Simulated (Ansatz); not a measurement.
# BSiP (triplet): wB97M-V, B2PLYP over vertical spin and charge gaps, def2-QZVPP

How well do these functionals follow the top wave-function level for BSiP (triplet) over vertical spin and charge gaps?

The runs use Ansatz 0.2.0, Gaussian basis; def2-QZVPP, all electrons in the functionals, frozen cores in the correlation of double hybrids and RPA.

To be run: wB97M-V, B2PLYP, at charge 0, triplet; charge 0, singlet; charge 0, quintet; charge 1, doublet; charge 1, quartet.

2 further runs of the same task are left out: 2 set aside as unsound or not needed.

## 1. The system

The geometry is a PBE0/def2-TZVP stationary point (not a proven minimum).

3 atoms, charge 0, spin multiplicity 3.

Atoms are counted from 1 here; the program's logs count them from 0.

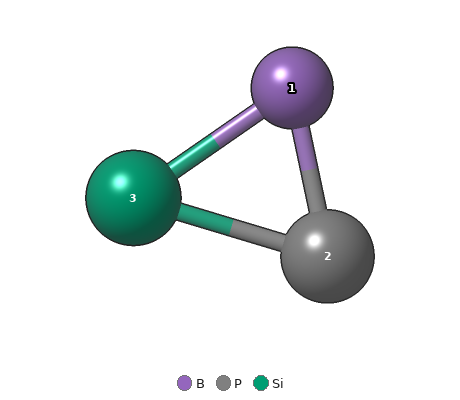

The geometry (boron purple, phosphorus grey, silicon teal); atoms are numbered from 1 in the order of the file.

Coordinates:

```xyz
3
charge 0, multiplicity 3
B     0.00000   -1.33696    0.18845
P     0.00000    0.29423    0.97936
Si    0.00000    0.19015   -1.15262
```

No dispersion term is added; wB97M-V holds VV10 nonlocal correlation.

The geometry shown and the zero of energy belong to the point charge 0, triplet. The yardstick, UCCSD(T), and other wave-function levels (R restricted, U unrestricted, valence and pair active spaces) come from earlier runs.

## 2. wB97M-V, charge 0, triplet

The input, in.yaml:

```yaml
crystal:
  periodic: [false, false, false]
  atoms:
    - {symbol: B, position_ang: [0.000000, -1.336957, 0.188448]}
    - {symbol: P, position_ang: [0.000000, 0.294228, 0.979363]}
    - {symbol: Si, position_ang: [0.000000, 0.190151, -1.152618]}
basis:
  gaussian: {orbitals: "def2-QZVPP.json"}
magnetization: {spin_polarized: true, initial_magnetization: 2}
hamiltonian: {xc: {name: wB97M-V}}
output: {orbitals: {seedname: orbitals}}
```

Run with:

```bash
> ansatz run in.yaml --threads 1 --pin off --events-out ev --progress --plain --max-ram 2393MiB
```

The program printed, shortened:

```text
Functional definition: wB97M-V
  name "wB97M-V"
  cite "Mardirossian & Head-Gordon, J. Chem. Phys. 144, 214110 (2016) doi:10.1063/1.4952647"
  cite "Becke, J. Chem. Phys. 107, 8554 (1997) doi:10.1063/1.475007"
  cite "Vydrov & Van Voorhis, J. Chem. Phys. 133, 244103 (2010) doi:10.1063/1.3521275"
  # Of w^i u^j: cxij and so on, Table III.
[...]
  gx(w, u) = 1 - cx + cx01*u + cx10*w
  gss(w, u) = css00 + css04*u^4 + css10*w + css20*w^2 + css43*w^4*u^3
  gos(w, u) = cos00 + cos10*w + (cos20 + cos21*u)*w^2 + (cos60 + cos61*u)*w^6
[...]
      + integral(e_c_pw_mod_opposite_spin*gos(b97_w_opposite, b97_u_opposite)) + vv10(b, c)
888 factors; their error is unknown
191 factors; integrals over basis functions are off by at most 2.4e-5 eV
[...]
mean field -17838.54416103 eV, -655.5544065182 hartree, gradient 5.3e-5 eV, S^2 2.012305; 2 other end points of the search recorded, 0 dependent functions left out
reference -17838.54419977 eV, -655.5544079421 hartree; 18, 16 occupied and 179, 181 virtual orbitals, 888 factors
Total energy: -17838.54419977 eV, -655.5544079421 hartree
```

It took 41 s on 1 thread of Arm Neoverse V1, shared host; peak memory 0.58 GiB.

From the report: ⟨S²⟩ of the determinant 2.012 (pure triplet: 2.00).

## 3. wB97M-V, charge 0, singlet

in.yaml: that of step 2 with these lines changed.

```diff
@@ -8,3 +8,3 @@
   gaussian: {orbitals: "def2-QZVPP.json"}
-magnetization: {spin_polarized: true, initial_magnetization: 2}
+magnetization: {spin_polarized: true, initial_magnetization: 0}
 hamiltonian: {xc: {name: wB97M-V}}
```

The command is unchanged.

The program printed, shortened:

```text
Functional definition: wB97M-V
  name "wB97M-V"
  cite "Mardirossian & Head-Gordon, J. Chem. Phys. 144, 214110 (2016) doi:10.1063/1.4952647"
  cite "Becke, J. Chem. Phys. 107, 8554 (1997) doi:10.1063/1.475007"
  cite "Vydrov & Van Voorhis, J. Chem. Phys. 133, 244103 (2010) doi:10.1063/1.3521275"
  # Of w^i u^j: cxij and so on, Table III.
[...]
  gx(w, u) = 1 - cx + cx01*u + cx10*w
  gss(w, u) = css00 + css04*u^4 + css10*w + css20*w^2 + css43*w^4*u^3
  gos(w, u) = cos00 + cos10*w + (cos20 + cos21*u)*w^2 + (cos60 + cos61*u)*w^6
[...]
      + integral(e_c_pw_mod_opposite_spin*gos(b97_w_opposite, b97_u_opposite)) + vv10(b, c)
888 factors; their error is unknown
191 factors; integrals over basis functions are off by at most 2.4e-5 eV
[...]
mean field -17838.86210539 eV, -655.5660907582 hartree, gradient 7.0e-6 eV, S^2 0.030341; 7 other end points of the search recorded, 0 dependent functions left out
reference -17838.86214418 eV, -655.5660921836 hartree; 17, 17 occupied and 180, 180 virtual orbitals, 888 factors
Total energy: -17838.86214418 eV, -655.5660921836 hartree
```

It took 2.8 min on 1 thread of Arm Neoverse V1, shared host; peak memory 0.8 GiB.

From the report: ⟨S²⟩ of the determinant 0.030 (pure singlet: 0.00).

From charge 0, triplet: -30.7 kJ/mol.

## 4. wB97M-V, charge 0, quintet

in.yaml: that of step 3 with these lines changed.

```diff
@@ -8,3 +8,3 @@
   gaussian: {orbitals: "def2-QZVPP.json"}
-magnetization: {spin_polarized: true, initial_magnetization: 0}
+magnetization: {spin_polarized: true, initial_magnetization: 4}
 hamiltonian: {xc: {name: wB97M-V}}
```

The command is unchanged.

The program printed, shortened:

```text
Functional definition: wB97M-V
  name "wB97M-V"
  cite "Mardirossian & Head-Gordon, J. Chem. Phys. 144, 214110 (2016) doi:10.1063/1.4952647"
  cite "Becke, J. Chem. Phys. 107, 8554 (1997) doi:10.1063/1.475007"
  cite "Vydrov & Van Voorhis, J. Chem. Phys. 133, 244103 (2010) doi:10.1063/1.3521275"
  # Of w^i u^j: cxij and so on, Table III.
[...]
  gx(w, u) = 1 - cx + cx01*u + cx10*w
  gss(w, u) = css00 + css04*u^4 + css10*w + css20*w^2 + css43*w^4*u^3
  gos(w, u) = cos00 + cos10*w + (cos20 + cos21*u)*w^2 + (cos60 + cos61*u)*w^6
[...]
      + integral(e_c_pw_mod_opposite_spin*gos(b97_w_opposite, b97_u_opposite)) + vv10(b, c)
888 factors; their error is unknown
191 factors; integrals over basis functions are off by at most 2.4e-5 eV
[...]
mean field -17835.67380956 eV, -655.4489230475 hartree, gradient 1.1e-5 eV, S^2 6.009711; 3 other end points of the search recorded, 0 dependent functions left out
reference -17835.67384703 eV, -655.4489244244 hartree; 19, 15 occupied and 178, 182 virtual orbitals, 888 factors
Total energy: -17835.67384703 eV, -655.4489244244 hartree
```

Wall time 91 s (1 thread of Arm Neoverse V1, shared host); peak memory 0.76 GiB.

From the report: ⟨S²⟩ of the determinant 6.010 (pure quintet: 6.00).

From charge 0, triplet: +276.9 kJ/mol.

## 5. wB97M-V, charge 1, doublet

in.yaml: that of step 4 with these lines changed.

```diff
@@ -8,3 +8,4 @@
   gaussian: {orbitals: "def2-QZVPP.json"}
-magnetization: {spin_polarized: true, initial_magnetization: 4}
+total_charge: 1
+magnetization: {spin_polarized: true, initial_magnetization: 1}
 hamiltonian: {xc: {name: wB97M-V}}
```

Same command.

The program printed, shortened:

```text
Functional definition: wB97M-V
  name "wB97M-V"
  cite "Mardirossian & Head-Gordon, J. Chem. Phys. 144, 214110 (2016) doi:10.1063/1.4952647"
  cite "Becke, J. Chem. Phys. 107, 8554 (1997) doi:10.1063/1.475007"
  cite "Vydrov & Van Voorhis, J. Chem. Phys. 133, 244103 (2010) doi:10.1063/1.3521275"
  # Of w^i u^j: cxij and so on, Table III.
[...]
  gx(w, u) = 1 - cx + cx01*u + cx10*w
  gss(w, u) = css00 + css04*u^4 + css10*w + css20*w^2 + css43*w^4*u^3
  gos(w, u) = cos00 + cos10*w + (cos20 + cos21*u)*w^2 + (cos60 + cos61*u)*w^6
[...]
      + integral(e_c_pw_mod_opposite_spin*gos(b97_w_opposite, b97_u_opposite)) + vv10(b, c)
888 factors; their error is unknown
191 factors; integrals over basis functions are off by at most 2.4e-5 eV
[...]
mean field -17830.39279496 eV, -655.2548493405 hartree, gradient 2.5e-5 eV, S^2 0.815578; 6 other end points of the search recorded, 0 dependent functions left out
reference -17830.39283823 eV, -655.2548509307 hartree; 17, 16 occupied and 180, 181 virtual orbitals, 888 factors
Total energy: -17830.39283823 eV, -655.2548509307 hartree
```

It took 63 s on 1 thread of Arm Neoverse V1, shared host; peak memory 0.6 GiB.

From the report: ⟨S²⟩ of the determinant 0.816 (pure doublet: 0.75).

From charge 0, triplet: +786.5 kJ/mol.

## 6. wB97M-V, charge 1, quartet

in.yaml: that of step 5 with these lines changed.

```diff
@@ -9,3 +9,3 @@
 total_charge: 1
-magnetization: {spin_polarized: true, initial_magnetization: 1}
+magnetization: {spin_polarized: true, initial_magnetization: 3}
 hamiltonian: {xc: {name: wB97M-V}}
```

Launched as before.

The program printed, shortened:

```text
Functional definition: wB97M-V
  name "wB97M-V"
  cite "Mardirossian & Head-Gordon, J. Chem. Phys. 144, 214110 (2016) doi:10.1063/1.4952647"
  cite "Becke, J. Chem. Phys. 107, 8554 (1997) doi:10.1063/1.475007"
  cite "Vydrov & Van Voorhis, J. Chem. Phys. 133, 244103 (2010) doi:10.1063/1.3521275"
  # Of w^i u^j: cxij and so on, Table III.
[...]
  gx(w, u) = 1 - cx + cx01*u + cx10*w
  gss(w, u) = css00 + css04*u^4 + css10*w + css20*w^2 + css43*w^4*u^3
  gos(w, u) = cos00 + cos10*w + (cos20 + cos21*u)*w^2 + (cos60 + cos61*u)*w^6
[...]
      + integral(e_c_pw_mod_opposite_spin*gos(b97_w_opposite, b97_u_opposite)) + vv10(b, c)
888 factors; their error is unknown
191 factors; integrals over basis functions are off by at most 2.4e-5 eV
[...]
mean field -17829.17413125 eV, -655.2100642751 hartree, gradient 2.9e-5 eV, S^2 3.761566; 1 other end points of the search recorded, 0 dependent functions left out
reference -17829.17417546 eV, -655.2100659000 hartree; 18, 15 occupied and 179, 182 virtual orbitals, 888 factors
Total energy: -17829.17417546 eV, -655.2100659000 hartree
```

Wall time 79 s (1 thread of Arm Neoverse V1, shared host); peak memory 0.75 GiB.

From the report: ⟨S²⟩ of the determinant 3.762 (pure quartet: 3.75).

From charge 0, triplet: +904.1 kJ/mol.

## 7. B2PLYP, charge 0, triplet

The input, in.yaml:

```yaml
crystal:
  periodic: [false, false, false]
  atoms:
    - {symbol: B, position_ang: [0.000000, -1.336957, 0.188448]}
    - {symbol: P, position_ang: [0.000000, 0.294228, 0.979363]}
    - {symbol: Si, position_ang: [0.000000, 0.190151, -1.152618]}
basis:
  gaussian: {orbitals: "def2-QZVPP.json"}
magnetization: {spin_polarized: true, initial_magnetization: 2}
hamiltonian: {xc: {name: B2PLYP}}
correlation: {electrons: outside_noble_gas}
```

Same command.

The program printed, shortened:

```text
Functional definition: B2PLYP
  name "B2PLYP"
  cite "Grimme, J. Chem. Phys. 124, 034108 (2006) doi:10.1063/1.2148954"
  cite "Becke, Phys. Rev. A 38, 3098 (1988) doi:10.1103/PhysRevA.38.3098"
  cite "Lee, Yang & Parr, Phys. Rev. B 37, 785 (1988) doi:10.1103/PhysRevB.37.785"
[...]
1186 factors; integrals over basis functions are off by at most 1.0e-3 eV
[...]
mean field -17829.73189623 eV, -655.2305617600 hartree, gradient 5.7e-6 eV, S^2 2.022960; 4 other end points of the search recorded, 0 dependent functions left out
11 core orbitals not correlated: weight in the atoms' cores, before any rotation towards them, 1.000 or more for the frozen orbitals, at most 0.000 for the correlated occupied ones
reference -17829.73201993 eV, -655.2305663058 hartree; 7, 5 occupied and 179, 181 virtual orbitals, 1186 factors
second order -11.34202963 eV of doubles, -0.00000000 eV of singles
Total energy: -17832.79436792 eV, -655.3431055190 hartree
```

Wall time 23 s (1 thread of Arm Neoverse V1, shared host); peak memory 0.49 GiB.

From the report: ⟨S²⟩ of the determinant 2.023 (pure triplet: 2.00).

## 8. B2PLYP, charge 0, singlet

in.yaml: that of step 7 with these lines changed.

```diff
@@ -8,3 +8,3 @@
   gaussian: {orbitals: "def2-QZVPP.json"}
-magnetization: {spin_polarized: true, initial_magnetization: 2}
+magnetization: {spin_polarized: true, initial_magnetization: 0}
 hamiltonian: {xc: {name: B2PLYP}}
```

Same command.

The program printed, shortened:

```text
Functional definition: B2PLYP
  name "B2PLYP"
  cite "Grimme, J. Chem. Phys. 124, 034108 (2006) doi:10.1063/1.2148954"
  cite "Becke, Phys. Rev. A 38, 3098 (1988) doi:10.1103/PhysRevA.38.3098"
  cite "Lee, Yang & Parr, Phys. Rev. B 37, 785 (1988) doi:10.1103/PhysRevB.37.785"
[...]
1186 factors; integrals over basis functions are off by at most 1.0e-3 eV
[...]
mean field -17829.87207604 eV, -655.2357132731 hartree, gradient 2.6e-6 eV, S^2 0.684762; 7 other end points of the search recorded, 0 dependent functions left out
11 core orbitals not correlated: weight in the atoms' cores, before any rotation towards them, 1.000 or more for the frozen orbitals, at most 0.000 for the correlated occupied ones
reference -17829.87220032 eV, -655.2357178401 hartree; 6, 6 occupied and 180, 180 virtual orbitals, 1186 factors
second order -11.50436061 eV of doubles, -0.00000000 eV of singles
Total energy: -17832.97837768 eV, -655.3498677528 hartree
```

It took 58 s on 1 thread of Arm Neoverse V1, shared host; peak memory 0.53 GiB.

From the report: ⟨S²⟩ of the determinant 0.685 (pure singlet: 0.00). The determinant is far from a pure spin state, so its energy mixes those of several spin states (harmless only where they are near-degenerate, as at dissociation).

From charge 0, triplet: -17.8 kJ/mol.

## 9. B2PLYP, charge 0, quintet

in.yaml: that of step 8 with these lines changed.

```diff
@@ -8,3 +8,3 @@
   gaussian: {orbitals: "def2-QZVPP.json"}
-magnetization: {spin_polarized: true, initial_magnetization: 0}
+magnetization: {spin_polarized: true, initial_magnetization: 4}
 hamiltonian: {xc: {name: B2PLYP}}
```

Launched as before.

The program printed, shortened:

```text
Functional definition: B2PLYP
  name "B2PLYP"
  cite "Grimme, J. Chem. Phys. 124, 034108 (2006) doi:10.1063/1.2148954"
  cite "Becke, Phys. Rev. A 38, 3098 (1988) doi:10.1103/PhysRevA.38.3098"
  cite "Lee, Yang & Parr, Phys. Rev. B 37, 785 (1988) doi:10.1103/PhysRevB.37.785"
[...]
1186 factors; integrals over basis functions are off by at most 1.0e-3 eV
[...]
mean field -17827.21235166 eV, -655.1379702048 hartree, gradient 4.4e-6 eV, S^2 6.026631; 4 other end points of the search recorded, 0 dependent functions left out
11 core orbitals not correlated: weight in the atoms' cores, before any rotation towards them, 1.000 or more for the frozen orbitals, at most 0.000 for the correlated occupied ones
reference -17827.21247392 eV, -655.1379746980 hartree; 8, 4 occupied and 178, 182 virtual orbitals, 1186 factors
second order -10.65077044 eV of doubles, -0.00000000 eV of singles
Total energy: -17830.08818194 eV, -655.2436550185 hartree
```

Wall time 28 s (1 thread of Arm Neoverse V1, shared host); peak memory 0.5 GiB.

From the report: ⟨S²⟩ of the determinant 6.027 (pure quintet: 6.00).

From charge 0, triplet: +261.1 kJ/mol.

## 10. B2PLYP, charge 1, doublet

in.yaml: that of step 9 with these lines changed.

```diff
@@ -8,3 +8,4 @@
   gaussian: {orbitals: "def2-QZVPP.json"}
-magnetization: {spin_polarized: true, initial_magnetization: 4}
+total_charge: 1
+magnetization: {spin_polarized: true, initial_magnetization: 1}
 hamiltonian: {xc: {name: B2PLYP}}
```

Launched as before.

The program printed, shortened:

```text
Functional definition: B2PLYP
  name "B2PLYP"
  cite "Grimme, J. Chem. Phys. 124, 034108 (2006) doi:10.1063/1.2148954"
  cite "Becke, Phys. Rev. A 38, 3098 (1988) doi:10.1103/PhysRevA.38.3098"
  cite "Lee, Yang & Parr, Phys. Rev. B 37, 785 (1988) doi:10.1103/PhysRevB.37.785"
[...]
1186 factors; integrals over basis functions are off by at most 1.0e-3 eV
[...]
mean field -17821.61669444 eV, -654.9323335949 hartree, gradient 5.5e-6 eV, S^2 1.081657; 8 other end points of the search recorded, 0 dependent functions left out
11 core orbitals not correlated: weight in the atoms' cores, before any rotation towards them, 1.000 or more for the frozen orbitals, at most 0.000 for the correlated occupied ones
reference -17821.61682711 eV, -654.9323384707 hartree; 6, 5 occupied and 180, 181 virtual orbitals, 1186 factors
second order -10.76655849 eV of doubles, -0.00000000 eV of singles
Total energy: -17824.52379790 eV, -655.0391676768 hartree
```

It took 63 s on 1 thread of Arm Neoverse V1, shared host; peak memory 0.53 GiB.

From the report: ⟨S²⟩ of the determinant 1.082 (pure doublet: 0.75).

From charge 0, triplet: +798.0 kJ/mol.

## 11. B2PLYP, charge 1, quartet

in.yaml: that of step 10 with these lines changed.

```diff
@@ -9,3 +9,3 @@
 total_charge: 1
-magnetization: {spin_polarized: true, initial_magnetization: 1}
+magnetization: {spin_polarized: true, initial_magnetization: 3}
 hamiltonian: {xc: {name: B2PLYP}}
```

Launched as before.

The program printed, shortened:

```text
Functional definition: B2PLYP
  name "B2PLYP"
  cite "Grimme, J. Chem. Phys. 124, 034108 (2006) doi:10.1063/1.2148954"
  cite "Becke, Phys. Rev. A 38, 3098 (1988) doi:10.1103/PhysRevA.38.3098"
  cite "Lee, Yang & Parr, Phys. Rev. B 37, 785 (1988) doi:10.1103/PhysRevB.37.785"
[...]
1186 factors; integrals over basis functions are off by at most 1.0e-3 eV
[...]
mean field -17820.78030290 eV, -654.9015967729 hartree, gradient 5.5e-6 eV, S^2 3.770846; 2 other end points of the search recorded, 0 dependent functions left out
11 core orbitals not correlated: weight in the atoms' cores, before any rotation towards them, 1.000 or more for the frozen orbitals, at most 0.000 for the correlated occupied ones
reference -17820.78043551 eV, -654.9016016462 hartree; 7, 4 occupied and 179, 182 virtual orbitals, 1186 factors
second order -10.08219909 eV of doubles, -0.00000000 eV of singles
Total energy: -17823.50262927 eV, -655.0016404215 hartree
```

It took 24 s on 1 thread of Arm Neoverse V1, shared host; peak memory 0.49 GiB.

From the report: ⟨S²⟩ of the determinant 3.771 (pure quartet: 3.75).

From charge 0, triplet: +896.5 kJ/mol.

## 12. Against the wave-function levels

No level is safe as a reference over these points; UCCSD(T) serves as a yardstick only. It comes from earlier runs at the same points. Energies in kJ/mol, counted from charge 0, triplet; blanks weren't run or aren't comparable.

```
   level  triplet to singlet  triplet to quintet  ionisation to the doublet cation  ionisation to the quartet cation
UCCSD(T)                                   254.4                             804.1                             905.0
 wB97M-V               -30.7               276.9                             786.5                             904.1
  B2PLYP               -17.8               261.1                             798.0                             896.5
```

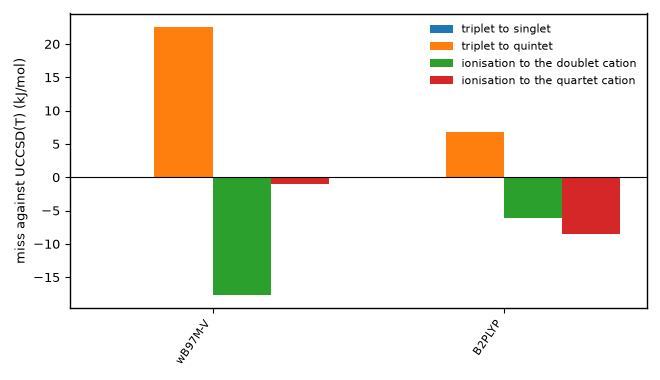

Misses of the gaps against UCCSD(T).

Largest miss and mean time a point (UCCSD(T) took 1.8 min a point; shared hosts):

```
  level  largest miss (kJ/mol)                             where  time a point
wB97M-V                  +22.6                triplet to quintet          88 s
 B2PLYP                   -8.5  ionisation to the quartet cation          39 s
```

## 13. Outcome

| quantity | value |
| --- | --- |
| triplet to quintet, UCCSD(T) | 254.4 kJ/mol |
| ionisation to the doublet cation, UCCSD(T) | 804.1 kJ/mol |
| ionisation to the quartet cation, UCCSD(T) | 905.0 kJ/mol |
| largest miss, wB97M-V | +22.6 kJ/mol (triplet to quintet) |
| largest miss, B2PLYP | -8.5 kJ/mol (ionisation to the quartet cation) |

In words: Misses are known at 3 of 4 points at best, and only functionals with that many are ranked. Of the functionals, B2PLYP keep the smallest largest miss at the points compared (at most 8.5 kJ/mol) and wB97M-V strays most (22.6 kJ/mol, at triplet to quintet). B2PLYP clearly breaks the spin symmetry at some points (⟨S²⟩ up to 0.68 above the pure value), so energy there is bought with a mixed spin. Functionals and the yardstick converge differently with the basis, so part of each miss in def2-QZVPP is the basis. The yardstick itself may be off where one determinant is a poor start.
